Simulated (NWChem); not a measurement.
**C2H5NS (SMILES [H]/N=C(/C)S): CAM-B3LYP/6-31+G(d) (spherical functions)**

Aim: the electronic atomisation energy of C2H5NS at CAM-B3LYP/6-31+G* (spherical functions), from 5 runs. 

Program for the calculation: NWChem 7.3.0.

## 1. The molecule

The species is C2H5NS (9 atoms), meant as a singlet with charge 0. SMILES: `[H]/N=C(/C)S`. The shape is that of a PBE0-D4/def2-TZVP optimisation. This is one conformer, not always the lowest.

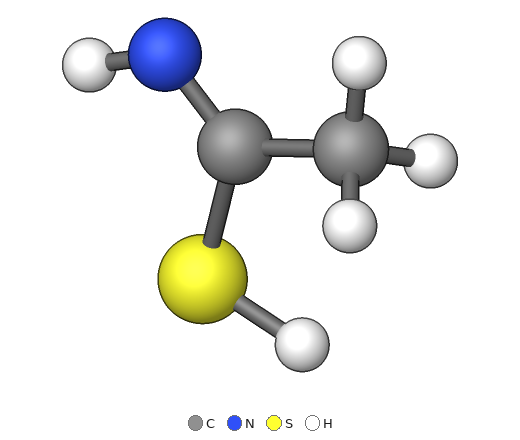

Viewed from a chosen angle; carbon grey, nitrogen blue, sulfur yellow, hydrogen white.

## 2. A single-point energy at CAM-B3LYP/6-31+G(d) (spherical functions) (run 1)

File a.xyz:

```xyz
9
C2H5NS energy
C      0.539700     0.823300    -0.338400
C     -0.043800    -0.522700    -0.054500
N      0.371500    -1.552400    -0.654500
S     -1.341500    -0.591100     1.162800
H      0.969200     1.255300     0.568800
H     -0.231300     1.507700    -0.700900
H      1.316700     0.718700    -1.094000
H     -0.111800    -2.401800    -0.366400
H     -1.380200     0.716700     1.459800
```

File a.nw:

```
START a
TITLE "C2H5NS energy"
memory 2200 mb
GEOMETRY units angstroms noautosym nocenter noautoz
 load format xyz a.xyz
END
BASIS "ao basis" spherical bse
 C library 6-31+G*
 N library 6-31+G*
 S library 6-31+G*
 H library 6-31+G*
END
DFT
 xc xcamb88 1.00 lyp 0.81 vwn_5 0.19 hfexch 1.00
 cam 0.33 cam_alpha 0.19 cam_beta 0.46
 grid fine
 convergence energy 1e-08
 direct
 iterations 100
 mulliken
 print low
END
TASK dft energy
```

Started as:

```sh
$ nwchem a.nw > a.out
```

Standard output:

```text
[...]
 d= 0,ls=0.0,diis     1   -531.9745261840 -6.87D+02  3.61D-02  6.98D-01     5.2
[...]
 d= 0,ls=0.0,diis    11   -532.0647765379 -3.50D-09  1.14D-06  8.89D-10    52.7
         Total DFT energy =     -532.064776537916
      One electron energy =    -1036.600711784229
           Coulomb energy =      395.001069908201
    Exchange-Corr. energy =      -45.230827946088
 Nuclear repulsion energy =      154.765693284200
[...]
      Total Density - Mulliken Population Analysis
     ---------------------------------------------
    Atom       Charge   Shell Charges
 -----------   ------   -------------------------------------------------------
    1 C    6     6.79   2.00  0.66  2.16  0.69  1.01  0.20  0.03  0.03
    2 C    6     5.92   2.00  0.70  1.98  0.42  0.71 -0.11  0.16  0.07
    3 N    7     7.48   2.00  0.81  2.42  0.93  1.24  0.05  0.01  0.04
    4 S   16    15.96   2.00  2.00  5.97  1.35  3.09  0.49  0.99 -0.04  0.04  0.07
    5 H    1     0.77   0.52  0.25
    6 H    1     0.77   0.52  0.25
    7 H    1     0.75   0.52  0.23
    8 H    1     0.67   0.51  0.16
    9 H    1     0.89   0.50  0.39
[...]
```

Run time: 53 s. Hardware: 1 thread of Intel Xeon Platinum 8488C (Sapphire Rapids), shared host; peak memory 0.11 GiB.

## 3. The C atom, same level (run 2)

File c.nw:

```
start c
title "C"
memory total 2200 mb

geometry units bohr noautosym nocenter noautoz
   C      0.00000000     0.00000000     0.00000000
end

basis spherical bse
   C library 6-31+G*
end

dft
   xc xcamb88 1.00 lyp 0.81 vwn_5 0.19 hfexch 1.00
   cam 0.33 cam_alpha 0.19 cam_beta 0.46
   mult 3
   grid fine
   convergence energy 1e-08
   direct
   maxiter 100
   mulliken
   print low
end

task dft energy
```

Run the same way, it converges to -37.82733 Eh (log not shown).

Run 3 isn't shown in full; the table further down has it.

## 4. The N atom at the same level (run 4)

File n.nw:

```
start n
memory total 2200 mb
charge 0
geometry units angstroms noautosym nocenter noautoz
   N      0.000000     0.000000     0.000000
end
basis spherical bse
   * library 6-31+G*
end
dft
   xc xcamb88 1.00 lyp 0.81 vwn_5 0.19 hfexch 1.00
   cam 0.33 cam_alpha 0.19 cam_beta 0.46
   mult 4
   grid fine
   convergence energy 1e-08
   direct
   maxiter 100
   mulliken
   noprint "final vectors analysis"
end
task dft energy
```

Started as:

```sh
$ nwchem n.nw > n.out
```

Standard output:

```text
[...]
          Wavefunction type:  spin polarized.
          No. of atoms     :     1
          No. of electrons :     7
[...]
          Charge           :     0
          Spin multiplicity:     4
[...]
          AO basis - number of functions:    18
[...]
              XC Information
              --------------
                     Hartree-Fock (Exact) Exchange  1.000
                   CAM-Becke88 Exchange Functional  1.000
                      VWN V Correlation Functional  0.190 local
              Lee-Yang-Parr Correlation Functional  0.810
[...]
 d= 0,ls=0.0,diis     1    -54.5155809540 -5.45D+01  1.92D-02  1.30D-01     0.1
[...]
 d= 0,ls=0.0,diis     6    -54.5649474086 -7.05D-09  3.16D-07  7.92D-12     0.3
[...]
         Total DFT energy =      -54.564947408636
      One electron energy =      -73.851862794399
           Coulomb energy =       26.044802430241
    Exchange-Corr. energy =       -6.757887044478
 Nuclear repulsion energy =        0.000000000000
[...]
      Total Density - Mulliken Population Analysis
     ---------------------------------------------
    Atom       Charge   Shell Charges
 -----------   ------   -------------------------------------------------------
    1 N    7     7.00   2.00  0.95  1.92  1.03  0.99  0.02  0.08  0.00
     --------------------------------------------
      Spin Density - Mulliken Population Analysis
     --------------------------------------------
    Atom       Charge   Shell Charges
 -----------   ------   -------------------------------------------------------
    1 N    7     3.00   0.00  0.07  1.92 -0.04  0.99 -0.02  0.08  0.00
[...]
      <S2> =      3.7531 (Exact =     3.7500)
[...]
```

Run time: 0.84 s. Hardware: 1 thread of Intel Xeon Platinum 8488C (Sapphire Rapids), shared host; peak memory 0.1 GiB.

## 5. The S atom (run 5)

File a.nw:

```
start a
memory 2200 mb

geometry units angstroms noautosym nocenter noautoz
   S      0.000000     0.000000     0.000000
end

basis spherical bse
   * library 6-31+G*
end

dft
   xc xcamb88 1.00 lyp 0.81 vwn_5 0.19 hfexch 1.00
   cam 0.33 cam_alpha 0.19 cam_beta 0.46
   mult 3
   grid fine
   convergence energy 1e-08
   direct
   maxiter 100
   mulliken
   print low
end

task dft energy
```

Run the same way, it converges to -398.09784 Eh (log not shown).

## 6. All runs side by side

| run | level | partner | energy (Eh) | wall time |
| --- | --- | --- | --- | --- |
| 1 | CAM-B3LYP/6-31+G* (spherical functions) | base | -532.064777 | 53 s |
| 2 | UCAM-B3LYP/6-31+G* (spherical functions) | atoms | -37.827332 | 0.85 s |
| 3 | UCAM-B3LYP/6-31+G* (spherical functions) | atoms | -0.496827 | 0.64 s |
| 4 | UCAM-B3LYP/6-31+G* (spherical functions) | atoms | -54.564947 | 0.84 s |
| 5 | UCAM-B3LYP/6-31+G* (spherical functions) | atoms | -398.097837 | 1.8 s |

## 7. What came out

At CAM-B3LYP/6-31+G* (spherical functions):

| quantity | value |
| --- | --- |
| S atom: total energy | -398.09784 Eh |
| S atom: ⟨S²⟩ | 2.002 |
| electronic atomisation energy | 34.373 eV |

Taking the molecule apart into free atoms costs 34.37 eV (3317 kJ/mol), before zero-point energy and without spin-orbit coupling. All runs together took 58 s, the longest 53 s.
